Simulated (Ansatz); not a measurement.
SnPH6Cl: geometry relaxation (part 2 of 2)

Continued. System: SnPH6Cl. Method: RHF/def2-SVP (Ansatz 0.2.0). It belongs to a series of runs on one base structure; here: end point B relaxed.

Geometry of the input (Å):
```
Sn -0.5389  -0.0800  -0.3765
Cl 0.1371  0.1394  3.1813
H  0.9781  -0.1157  0.3750
H  -0.6561  1.3353  -1.3361
H  -0.6539  -1.4390  -1.4186
P  -2.5182  -0.0702  1.1205
H  -3.4733  -0.2927  0.1044
H  -2.4012  -1.4184  1.5256
H  -1.0904  0.6292  3.2075
```

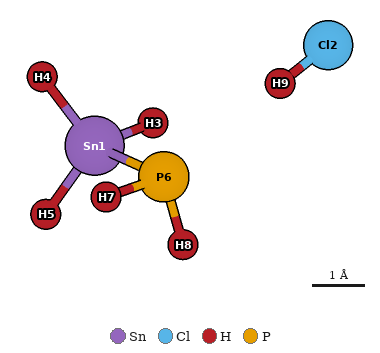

**Figure 1.** The geometry at step 19 of the log (ball-and-stick view, seen at a tilt; atoms are numbered from 1 in the order of the input).

Trajectory as extended XYZ, continued:
```
9
Properties=species:S:1:pos:R:3:forces:R:3 step=5 energy=-27668.64061
Sn   -0.5722   -0.1255   -0.6419   -0.0563  -0.0063   0.0107
Cl    0.1903    0.2763    3.9478   -0.0283   0.0155  -0.0025
H     0.8937   -0.1629    0.2270    0.0052  -0.0065  -0.0006
H    -0.6759    1.3157   -1.5542    0.0037   0.0014  -0.0095
H    -0.6725   -1.4761   -1.6839    0.0128  -0.0046  -0.0217
P    -2.4908   -0.1116    1.0253   -0.0182  -0.0297   0.0263
H    -3.5389   -0.2751    0.0894    0.0665   0.0230   0.0198
H    -2.4007   -1.4779    1.3757    0.0057   0.0156  -0.0178
H    -0.9496    0.7251    3.5981    0.0089  -0.0084  -0.0047
9
Properties=species:S:1:pos:R:3:forces:R:3 step=7 energy=-27668.64658
Sn   -0.5627   -0.1408   -0.6519   -0.0148   0.0041  -0.0336
Cl    0.1111    0.3418    4.0048    0.0116   0.0115   0.0147
H     0.9430   -0.2365    0.1444   -0.0267  -0.0027   0.0149
H    -0.6777    1.3314   -1.5114    0.0115   0.0107  -0.0100
H    -0.7269   -1.4508   -1.7380    0.0034  -0.0020  -0.0087
P    -2.4266   -0.1463    1.0729    0.0575   0.0057   0.0693
H    -3.4984   -0.2244    0.1599   -0.0138  -0.0008  -0.0424
H    -2.3682   -1.5292    1.3490   -0.0166  -0.0202   0.0066
H    -1.0103    0.7428    3.5534   -0.0121  -0.0063  -0.0109
9
Properties=species:S:1:pos:R:3:forces:R:3 step=8 energy=-27668.64828
Sn   -0.5610   -0.1486   -0.6691    0.0050  -0.0067  -0.0335
Cl    0.0969    0.3981    4.0628   -0.2227   0.0817  -0.0891
H     0.9527   -0.2720    0.1122   -0.0452  -0.0007  -0.0064
H    -0.6746    1.3393   -1.5026    0.0167  -0.0027  -0.0041
H    -0.7531   -1.4419   -1.7734    0.0096   0.0213   0.0093
P    -2.3985   -0.1637    1.0826    0.0133  -0.0207   0.0457
H    -3.4862   -0.2025    0.1831    0.0169  -0.0032  -0.0098
H    -2.3603   -1.5541    1.3291   -0.0180   0.0079  -0.0022
H    -1.0325    0.7332    3.5585    0.2243  -0.0769   0.0901
9
Properties=species:S:1:pos:R:3:forces:R:3 step=9 energy=-27668.64965
Sn   -0.5637   -0.1511   -0.6788    0.0367  -0.0163  -0.0395
Cl    0.0832    0.4565    4.1232   -0.3248   0.0797  -0.1667
H     0.9553   -0.2903    0.0901   -0.0432  -0.0020  -0.0021
H    -0.6672    1.3443   -1.5009    0.0004  -0.0108   0.0078
H    -0.7676   -1.4351   -1.7925    0.0002   0.0287   0.0178
P    -2.3834   -0.1733    1.0923   -0.0171  -0.0428   0.0004
H    -3.4782   -0.1868    0.1985    0.0319   0.0040   0.0281
H    -2.3626   -1.5681    1.3212   -0.0070   0.0291  -0.0149
H    -1.0326    0.6919    3.5301    0.3229  -0.0697   0.1691
9
Properties=species:S:1:pos:R:3:forces:R:3 step=11 energy=-27668.65382 accepted=F
Sn   -0.5536   -0.1846   -0.7296   -0.0261   0.0241  -0.0418
Cl   -0.0174    0.6859    4.3237   -0.2931   0.0231  -0.2113
H     0.9900   -0.4291   -0.0402   -0.0409   0.0067   0.0086
H    -0.6439    1.3661   -1.4453    0.0111  -0.0219   0.0241
H    -0.8453   -1.3812   -1.9171   -0.0111   0.0156   0.0191
P    -2.2876   -0.2791    1.1313   -0.1784  -0.2187  -0.1406
H    -3.4451   -0.0902    0.3239    0.2615  -0.0538   0.1199
H    -2.3676   -1.6984    1.1843   -0.0186   0.2484   0.0082
H    -1.0462    0.6986    3.5521    0.2955  -0.0235   0.2139
9
Properties=species:S:1:pos:R:3:forces:R:3 step=12 energy=-27668.65744
Sn   -0.5588   -0.1673   -0.7130    0.0024  -0.0501   0.0167
Cl    0.0274    0.6313    4.2520   -0.1030   0.0147  -0.0636
H     0.9672   -0.3833    0.0194   -0.0008   0.0014  -0.0121
H    -0.6462    1.3679   -1.4578   -0.0042  -0.0118   0.0129
H    -0.8292   -1.3961   -1.8705    0.0107   0.0183  -0.0158
P    -2.3231   -0.2461    1.1131   -0.0579  -0.0095  -0.0054
H    -3.4422   -0.1347    0.2574    0.0216   0.0052   0.0372
H    -2.3803   -1.6522    1.2466    0.0304   0.0377  -0.0347
H    -1.0315    0.6684    3.5361    0.1008  -0.0059   0.0648
9
Properties=species:S:1:pos:R:3:forces:R:3 step=14 energy=-27668.65968
Sn   -0.5590   -0.1752   -0.7154   -0.0006  -0.0170   0.0074
Cl    0.0160    0.6757    4.2696   -0.0480   0.0108  -0.0283
H     0.9687   -0.4136    0.0057    0.0008  -0.0033  -0.0048
H    -0.6375    1.3725   -1.4341   -0.0006  -0.0043   0.0076
H    -0.8404   -1.3793   -1.8953    0.0018   0.0074  -0.0101
P    -2.3156   -0.2632    1.1181   -0.0278  -0.0180  -0.0077
H    -3.4399   -0.1277    0.2738    0.0172   0.0024   0.0228
H    -2.3792   -1.6708    1.2237    0.0116   0.0247  -0.0161
H    -1.0298    0.6694    3.5371    0.0457  -0.0027   0.0292
9
Properties=species:S:1:pos:R:3:forces:R:3 step=15 energy=-27668.66121
Sn   -0.5590   -0.1817   -0.7176    0.0006   0.0030  -0.0027
Cl    0.0039    0.7205    4.2844   -0.0420   0.0083  -0.0256
H     0.9698   -0.4425   -0.0063   -0.0011  -0.0058  -0.0046
H    -0.6283    1.3778   -1.4117    0.0024  -0.0044   0.0072
H    -0.8525   -1.3628   -1.9180   -0.0021   0.0060   0.0006
P    -2.3070   -0.2803    1.1236   -0.0108  -0.0234  -0.0131
H    -3.4357   -0.1205    0.2900    0.0145  -0.0005   0.0161
H    -2.3794   -1.6888    1.2038   -0.0011   0.0172  -0.0049
H    -1.0285    0.6661    3.5351    0.0395  -0.0004   0.0268
9
Properties=species:S:1:pos:R:3:forces:R:3 step=17 energy=-27668.66279 accepted=F
Sn   -0.5605   -0.1998   -0.7275    0.0390   0.0384  -0.0088
Cl   -0.0406    0.8719    4.3259   -0.2706  -0.0540  -0.2161
H     0.9690   -0.5394   -0.0472   -0.0157  -0.0055  -0.0274
H    -0.5939    1.3991   -1.3348    0.0045  -0.0389   0.0121
H    -0.8991   -1.3064   -1.9893   -0.0066   0.0300   0.0466
P    -2.2741   -0.3391    1.1440   -0.0169  -0.0526  -0.0866
H    -3.4098   -0.0999    0.3373    0.0220  -0.0166   0.0492
H    -2.3834   -1.7481    1.1468   -0.0226   0.0368   0.0129
H    -1.0244    0.6496    3.5280    0.2670   0.0623   0.2179
9
Properties=species:S:1:pos:R:3:forces:R:3 step=18 energy=-27668.66411
Sn   -0.5555   -0.1937   -0.7225   -0.0057   0.0161  -0.0267
Cl   -0.0282    0.8300    4.3137   -0.1008  -0.0082  -0.0758
H     0.9765   -0.5145   -0.0417   -0.0143  -0.0051  -0.0037
H    -0.6009    1.3935   -1.3541    0.0075  -0.0120   0.0103
H    -0.8888   -1.3193   -1.9663    0.0013   0.0108   0.0135
P    -2.2848   -0.3255    1.1344   -0.0051  -0.0261  -0.0040
H    -3.4236   -0.1079    0.3277    0.0287  -0.0046   0.0077
H    -2.3856   -1.7339    1.1608   -0.0083   0.0141   0.0027
H    -1.0258    0.6593    3.5312    0.0968   0.0151   0.0760
9
Properties=species:S:1:pos:R:3:forces:R:3 step=19 energy=-27668.66466
Sn   -0.5613   -0.1926   -0.7307    0.0607  -0.0463   0.0294
Cl   -0.0471    0.8807    4.3227   -0.0687  -0.0054  -0.0508
H     0.9665   -0.5531   -0.0596    0.0064   0.0052  -0.0181
H    -0.5783    1.4082   -1.3288   -0.0196  -0.0239   0.0172
H    -0.9090   -1.2964   -1.9896   -0.0153   0.0269   0.0013
P    -2.2668   -0.3549    1.1460   -0.0435   0.0232  -0.0597
H    -3.4003   -0.1048    0.3409   -0.0045  -0.0096   0.0515
H    -2.3925   -1.7616    1.1498    0.0176   0.0178  -0.0237
H    -1.0279    0.6623    3.5326    0.0668   0.0121   0.0530
9
Properties=species:S:1:pos:R:3:forces:R:3 step=21 energy=-27668.66742
Sn   -0.5473   -0.2097   -0.7328   -0.0147  -0.0047  -0.0542
Cl   -0.1009    1.0147    4.3443   -0.1650  -0.0645  -0.1437
H     0.9850   -0.6406   -0.1115   -0.0378   0.0050  -0.0203
H    -0.5429    1.4160   -1.2623    0.0120  -0.0238   0.0337
H    -0.9645   -1.2299   -2.0424    0.0235   0.0096   0.0328
P    -2.2387   -0.4006    1.1536   -0.0570  -0.0307  -0.0043
H    -3.3888   -0.0977    0.3889    0.0600  -0.0085   0.0271
H    -2.3955   -1.8046    1.1102    0.0193   0.0456  -0.0131
H    -1.0231    0.6403    3.5352    0.1597   0.0720   0.1420
9
Properties=species:S:1:pos:R:3:forces:R:3 step=22 energy=-27668.66844
Sn   -0.5534   -0.2111   -0.7338    0.0211   0.0153  -0.0134
Cl   -0.1051    1.0256    4.3422   -0.0945  -0.0398  -0.0835
H     0.9781   -0.6454   -0.1151   -0.0197  -0.0005  -0.0083
H    -0.5408    1.4186   -1.2486    0.0023  -0.0235   0.0060
H    -0.9617   -1.2337   -2.0429   -0.0025   0.0187   0.0191
P    -2.2398   -0.4005    1.1573   -0.0322  -0.0470  -0.0453
H    -3.3864   -0.0958    0.3890    0.0387  -0.0100   0.0345
H    -2.3905   -1.8045    1.1014   -0.0029   0.0377   0.0065
H    -1.0171    0.6346    3.5338    0.0896   0.0491   0.0844
9
Properties=species:S:1:pos:R:3:forces:R:3 step=24 energy=-27668.67028
Sn   -0.5500   -0.2145   -0.7339   -0.0023  -0.0039  -0.0050
Cl   -0.1231    1.0674    4.3327    0.0016   0.0057   0.0029
H     0.9759   -0.6968   -0.1418    0.0011  -0.0040   0.0009
H    -0.5104    1.4265   -1.2033    0.0019   0.0024   0.0033
H    -0.9913   -1.1902   -2.0660   -0.0020   0.0044  -0.0012
P    -2.2257   -0.4297    1.1634    0.0037  -0.0023   0.0021
H    -3.3749   -0.1072    0.4108   -0.0035   0.0051  -0.0016
H    -2.3864   -1.8298    1.0884    0.0031  -0.0071   0.0008
H    -1.0309    0.6622    3.5328   -0.0035  -0.0004  -0.0021
9
Properties=species:S:1:pos:R:3:forces:R:3 step=25 energy=-27668.66934 accepted=F
Sn   -0.5443   -0.2275   -0.7345    0.0163  -0.0292  -0.0946
Cl   -0.1782    1.2240    4.3086   -0.1596  -0.0892  -0.1420
H     0.9644   -0.8466   -0.2065   -0.0917   0.0470  -0.0598
H    -0.4274    1.4515   -1.0629    0.0079  -0.1206   0.0143
H    -1.0715   -1.0677   -2.1420    0.0707   0.0972   0.1517
P    -2.1898   -0.5104    1.1812    0.0455   0.0371   0.0211
H    -3.3444   -0.1343    0.4667   -0.0500   0.0170  -0.0241
H    -2.3764   -1.9009    1.0468    0.0020  -0.0466  -0.0058
H    -1.0492    0.7000    3.5259    0.1590   0.0873   0.1392
9
Properties=species:S:1:pos:R:3:forces:R:3 step=26 energy=-27668.67153
Sn   -0.5493   -0.2213   -0.7330    0.0240  -0.0044  -0.0360
Cl   -0.1515    1.1429    4.3229   -0.0199  -0.0038  -0.0162
H     0.9720   -0.7681   -0.1820   -0.0214   0.0000   0.0025
H    -0.4650    1.4369   -1.1363   -0.0083  -0.0192   0.0088
H    -1.0281   -1.1305   -2.1015    0.0006   0.0223   0.0264
P    -2.2094   -0.4698    1.1738    0.0249   0.0122   0.0136
H    -3.3624   -0.1196    0.4412   -0.0191   0.0071  -0.0149
H    -2.3817   -1.8657    1.0672    0.0000  -0.0199  -0.0005
H    -1.0413    0.6831    3.5310    0.0193   0.0056   0.0162
9
Properties=species:S:1:pos:R:3:forces:R:3 step=28 energy=-27668.67214
Sn   -0.5471   -0.2255   -0.7351    0.0112   0.0085  -0.0147
Cl   -0.1712    1.1858    4.3177    0.0251   0.0200   0.0239
H     0.9661   -0.8093   -0.1986   -0.0221   0.0083  -0.0148
H    -0.4454    1.4412   -1.1009    0.0035  -0.0333   0.0065
H    -1.0520   -1.0962   -2.1191    0.0104   0.0190   0.0266
P    -2.1974   -0.4888    1.1782    0.0236   0.0075   0.0047
H    -3.3520   -0.1256    0.4543   -0.0222   0.0040  -0.0101
H    -2.3748   -1.8831    1.0559   -0.0043  -0.0152   0.0018
H    -1.0430    0.6893    3.5308   -0.0252  -0.0189  -0.0239
9
Properties=species:S:1:pos:R:3:forces:R:3 step=29 energy=-27668.67217
Sn   -0.5452   -0.2250   -0.7315    0.0170  -0.0107  -0.0601
Cl   -0.1886    1.2311    4.3126   -0.0404  -0.0260  -0.0385
H     0.9670   -0.8362   -0.2231   -0.0304   0.0072   0.0124
H    -0.4181    1.4439   -1.0779   -0.0116  -0.0278   0.0210
H    -1.0651   -1.0679   -2.1267    0.0035   0.0157   0.0165
P    -2.1959   -0.5043    1.1788    0.0058   0.0091   0.0424
H    -3.3555   -0.1340    0.4652    0.0073   0.0034  -0.0134
H    -2.3791   -1.8980    1.0533    0.0121   0.0014  -0.0156
H    -1.0362    0.6782    3.5323    0.0367   0.0277   0.0352
9
Properties=species:S:1:pos:R:3:forces:R:3 step=31 energy=-27668.67271
Sn   -0.5424   -0.2305   -0.7376   -0.0098   0.0097  -0.0046
Cl   -0.2097    1.2699    4.3026   -0.0288  -0.0188  -0.0259
H     0.9569   -0.8791   -0.2360   -0.0250   0.0159  -0.0264
H    -0.4002    1.4469   -1.0375    0.0087  -0.0478   0.0003
H    -1.0930   -1.0337   -2.1452    0.0269   0.0222   0.0274
P    -2.1778   -0.5215    1.1844   -0.0067  -0.0110   0.0087
H    -3.3400   -0.1383    0.4813    0.0035  -0.0001  -0.0019
H    -2.3660   -1.9133    1.0404    0.0031   0.0098  -0.0015
H    -1.0446    0.6876    3.5307    0.0281   0.0201   0.0238
9
Properties=species:S:1:pos:R:3:forces:R:3 step=32 energy=-27668.67293
Sn   -0.5447   -0.2299   -0.7345    0.0063   0.0101  -0.0192
Cl   -0.2053    1.2571    4.3042   -0.0151  -0.0087  -0.0139
H     0.9581   -0.8682   -0.2333   -0.0158   0.0077  -0.0088
H    -0.4052    1.4440   -1.0487    0.0032  -0.0247   0.0091
H    -1.0831   -1.0398   -2.1417    0.0068   0.0074   0.0200
P    -2.1823   -0.5165    1.1860   -0.0010  -0.0083  -0.0002
H    -3.3427   -0.1370    0.4782   -0.0005   0.0004  -0.0004
H    -2.3680   -1.9087    1.0451    0.0015   0.0053  -0.0003
H    -1.0435    0.6868    3.5279    0.0146   0.0107   0.0136
```

Key numbers:

- outcome: converged
- total energy: −27668.6729 eV
- mean-field energy: −27668.6729 eV
- largest force (length of the vector) at the end: 0.027 eV/Å
- hardware: 1 thread of Arm Neoverse V2, 24 GiB of memory available, shared host
- wall time: 64 s
- peak memory: 0.19 GiB
